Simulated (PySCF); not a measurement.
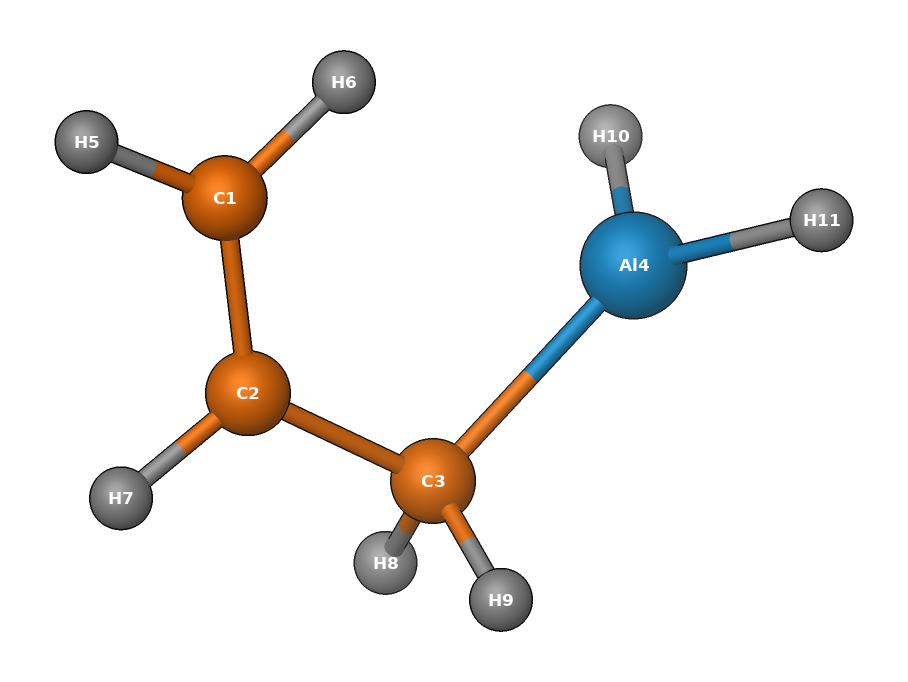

The computed structure is the end point of a PBE0-D3(BJ)/def2-SVP optimisation. No frequency run is at hand to confirm it as a minimum. Method: delta-SCF UKS SCAN, pcX-2 on the ionised atom, pcseg-1 elsewhere, spin-free X2C (PySCF 2.14.0).

Give the core-electron binding energies (to vacuum; p and d levels without spin–orbit splitting) of C1 1s, C2 1s, C3 1s, Al4 1s, Al4 2p.

```csv
atom,level,binding energy (eV)
C1,1s,290.4
C2,1s,290.8
C3,1s,289.9
Al4,1s,1566.9
Al4,2p,80.6
```
